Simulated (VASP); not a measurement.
Band structure of BaMg2P2 (space group P-3m1). Level of theory: HSE06 screened hybrid, VASP's PBE PAW potentials (set 64) (plane waves; VASP).

Unless said otherwise, spin-orbit coupling is left out, though it shifts the bands of the heavy elements here.

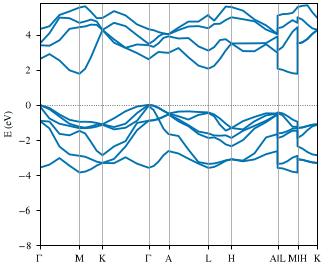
Bands along high-symmetry lines, zero at the valence-band maximum or, without a gap, the Fermi level

Problem. Read the plot: is there a gap, and where are the band edges?

Solution. The gap is indirect, 1.77 eV, from the valence maximum at Γ to the conduction minimum at M.

The structure comes from a computed database's BaMg2P2 entry (P-3m1); how it stands against other phases isn't given here. It was relaxed first. The cell's shape comes from a PBE relaxation.
